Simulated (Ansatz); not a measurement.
Reaction (SMILES): FC(F)(F)F + 4 [H][H] (H2) → C (CH4) + 4 F (HF)
B3LYP-D3(BJ)/def2-TZVP geometries, fixed; electronic energies without zero-point terms.

Basis-set convergence of the energy of full hydrogenation at r2SCAN with Ansatz (an electronic-structure program). Cartesian d functions, on some or all atoms, in 6-31+G*; all else is spherical. The program fits the integrals of some runs and decomposes those of others, by size. No added dispersion term, no relativity. Functions are those of the species that has most. Reference: the value in aug-cc-pVQZ, -59.39 kcal/mol, itself unsure by roughly 0.46 kcal/mol (its mean distance from def2-QZVPPD, pcseg-3, def2-QZVPP). Deviations are taken from unrounded values.

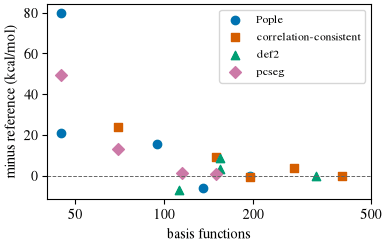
Figure. Deviation from the reference against the number of basis functions, by family of sets.

| basis | functions | energy of full hydrogenation (kcal/mol) | minus reference (kcal/mol) |
|---|---|---|---|
| 3-21G | 45 | 20.63 | 80.02 |
| 6-31G | 45 | -38.48 | 20.91 |
| pcseg-0 | 45 | -10.12 | 49.27 |
| cc-pVDZ | 70 | -35.58 | 23.81 |
| pcseg-1 | 70 | -46.51 | 12.88 |
| 6-31+G* | 95 | -43.69 | 15.70 |
| def2-SVPD | 112 | -66.43 | -7.04 |
| aug-pcseg-1 | 115 | -58.31 | 1.07 |
| 6-311++G(2d,2p) | 135 | -65.49 | -6.10 |
| cc-pVTZ | 150 | -50.35 | 9.04 |
| pcseg-2 | 150 | -58.55 | 0.84 |
| def2-TZVP | 155 | -50.64 | 8.75 |
| def2-TZVPP | 155 | -56.29 | 3.10 |
| 6-311++G(3df,3pd) | 195 | -59.42 | -0.03 |
| jun-cc-pV(T+d)Z | 195 | -60.10 | -0.71 |
| cc-pVQZ | 275 | -55.73 | 3.66 |
| def2-QZVPPD | 327 | -59.76 | -0.37 |
| aug-cc-pVQZ | 400 | -59.39 | 0.00 |
